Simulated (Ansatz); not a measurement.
Start from HfO$_{2}$ in the CdI2 type structure (space group P-3m1, No. 164; a = 3.227 Å, c = 4.556 Å; a hypothetical phase, not in the database extracts checked; layered, stacked along the Cartesian z axis).

The change: electron doping at 2.0×10^21 cm⁻³ (0.0822 per cell), with a uniform compensating background at fixed cell and a 300 K Fermi–Dirac width.

Level of theory: r2SCAN+rVV10/PAW in Ansatz (a first-principles code), no spin-orbit coupling.

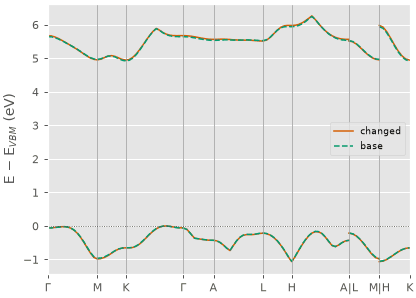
Highest valence and lowest conduction band along the path, each from its own valence-band maximum

The gap is 4.95 eV, indirect, K–Γ (71 % along) → K; the base has 4.92 eV.

Carriers are added with a uniform compensating background; total energy and stress of such cells depend on the potential's zero and are not compared; many-body gap narrowing is missing at this level. With Hf present, leaving out spin-orbit coupling can change the band edges. Whether these cells are dynamically stable was not tested.
